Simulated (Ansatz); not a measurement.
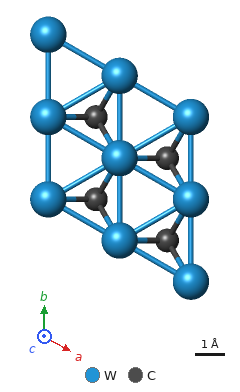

Starting structure of crystalline WC (set up in P-6m2). Style: ball-and-stick. Shown: the cell of the calculation, repeated 2 × 2 × 1 with one cell outlined, along the c axis.

These are results of DFT PBE, scalar-relativistic, plane waves, PAW in Ansatz, not measurements.

Input
```yaml
crystal:
  lattice:
    - [2.9065, 0.0, 0.0]
    - [-1.45325, 2.5171028361, 0.0]
    - [0.0, 0.0, 2.8366]
  atoms:
    - { symbol: W, position: [0.0, 0.0, 0.0] }
    - { symbol: C, position: [0.6666666667, 0.3333333333, 0.5] }
basis:
  ecutwfc: 420
kpoints:
  mp_grid: { grid: [18, 18, 14] }
hamiltonian:
  xc: pbe
scf:
  occupations: { method: gaussian, width: 0.1 }
output:
  forces: true
  stress: true
  eigenvalues: true
relax:
  adjacent_minimum: "off"
  f_tol: 0.005
  max_steps: 80
  cell: { stress_tol: 0.05 }
```

Launched with:
```bash
ansatz run input.yaml --threads 1 --pin off --max-ram 2560MiB --backend cpu --events-out ev --progress --plain --runs-dir out
```

Q: Where does the relaxation end?

A: Over 3 accepted moves (4 points after the start) the energy falls by 2.6 meV per atom. All forces vanish by symmetry, so only the cell relaxes. The pressure goes from 5.57 to 0.03 GPa. At 1 point the geometry stayed and the basis and grid were re-selected for the new cell (energy shift of 0.3 meV per atom at most each time). No atom moves by more than 0.005 Å relative to the cell. The volume changes by +1.4 %, with a 2.906 → 2.922 Å (+0.5 %), b 2.907 → 2.922 Å (+0.5 %), c 2.837 → 2.847 Å (+0.4 %). Some distances before and after: W1–W1 2.906 → 2.922 Å, W1–W1 (another image) 2.837 → 2.847 Å, W1–C2 2.197 → 2.207 Å. The space group stays P-6m2 (No. 187).
